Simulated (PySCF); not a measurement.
**C7H5N, SMILES `N#Cc1ccccc1`: what the electrons do**

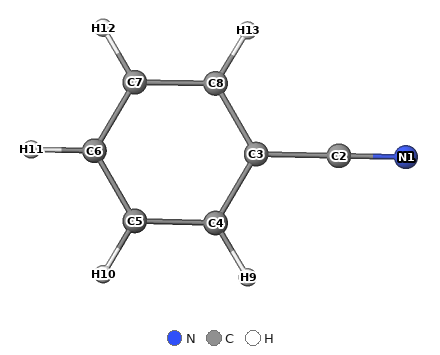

The molecule, with its atoms numbered as below. No frequency check shows the geometry to be a minimum.

Cartesian coordinates (Å):

```
N1      -3.1686   -0.0006    0.0000
C2      -2.0222    0.0003    0.0000
C3      -0.6078    0.0005    0.0000
C4       0.0869    1.2098    0.0000
C5       1.4686    1.2023    0.0000
C6       2.1594   -0.0003    0.0000
C7       1.4688   -1.2020    0.0000
C8       0.0871   -1.2097    0.0000
H9      -0.4618    2.1401    0.0000
H10      2.0096    2.1368    0.0000
H11      3.2392   -0.0006    0.0000
H12      2.0100   -2.1364    0.0000
H13     -0.4614   -2.1402    0.0000
```

## 1. In an electric field

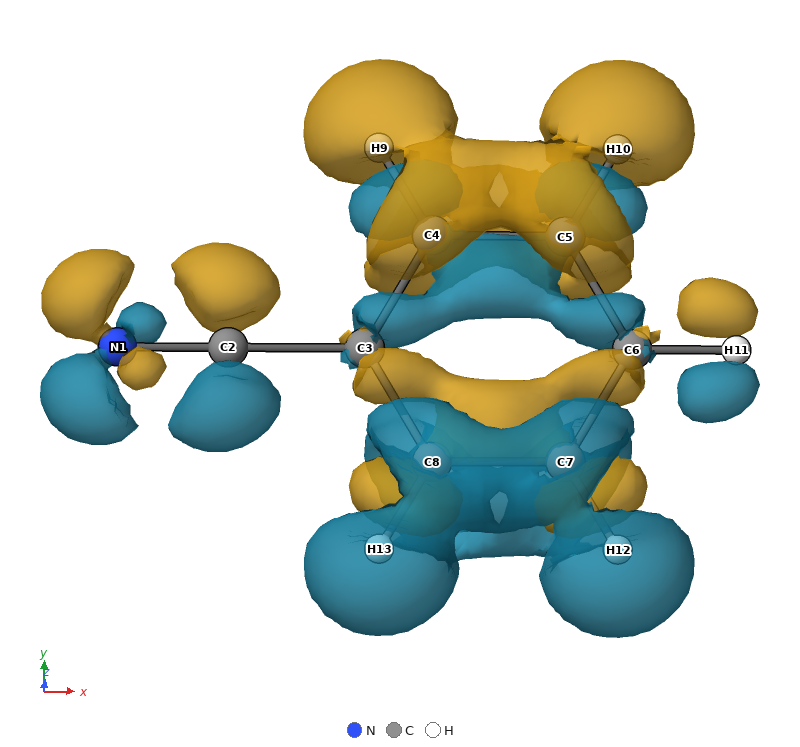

Change of the electron density in a uniform field of 0.21 V/Å, surfaces at ±0.0015 e/Å³ (yellow: gain, teal: loss).

Computed with PySCF, r2SCAN/6-311+G**, geometry: GFN2-xTB. The basis has diffuse s and p functions alone, which still leaves polarisabilities too small, most of all across bonds.

Q: Along which Cartesian direction does the field point?

A: Along −y: electrons gather on the +y side, against the field.

Q: What dipole is induced, and what polarisability does it imply?

A: The induced dipole is 0.83 D (along the field); α along this axis, from the fields in both directions, is 81 bohr³ (12.1 Å³).

Q: Which atoms gain and lose the most charge?

A: Electrons gather most on C4 (Hirshfeld charge changes by −0.009 e) and leave C8 most (+0.009 e); 0.068 electrons are displaced in all.

## 2. Localised orbitals

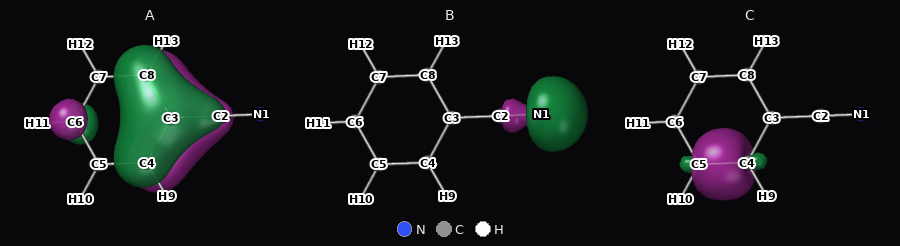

Intrinsic bond orbitals (IBO), occupied; each surface holds about 85 % of the orbital's density. Energies are diagonal elements of the Fock matrix.

Method: B3LYP/def2-SVPD; geometry: GFN2-xTB; program: PySCF.

Q: What does each orbital represent in a Lewis picture?

A: By panel:
- A: delocalised π orbital mainly over C3, C4 and C8 (C3 52 %, C4 19 %, C8 19 %; −9.5 eV)
- B: lone pair on N1 (sp1.1-type) (N1 99 %; −10.8 eV)
- C: σ bond C4–C5 (C4 50 %, C5 49 %; −17.2 eV)

Q: Which has the smallest and which the largest spatial spread?

A: Smallest: C (0.76 Å); largest: A (1.42 Å).

## 3. The π system

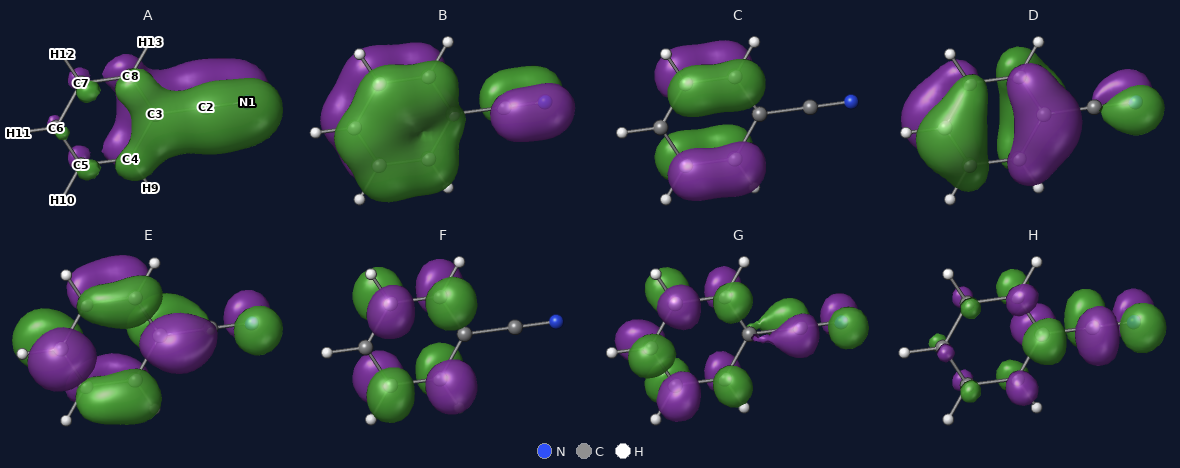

Natural orbitals of the π active space, CASSCF(8,8), triplet state at the geometry of the singlet, in order of falling occupation. The active space holds only one of the two perpendicular π systems.

Computed with PySCF, def2-SVP basis, geometry: GFN2-xTB.

Q: What are the natural occupation numbers?

A: A 1.94, B 1.91, C 1.69, D 1.25, E 0.76, F 0.31, G 0.09, H 0.06.

Q: Where does the lowest triplet lie relative to the singlet, at this geometry and within this active space?

A: 4.16 eV above it by strongly contracted NEVPT2 (+3.73 eV by CASSCF); a small basis tends to put such gaps a few tenths of an eV too high. This is a vertical energy for π states alone; a state that uses lone pairs or σ orbitals may lie lower.
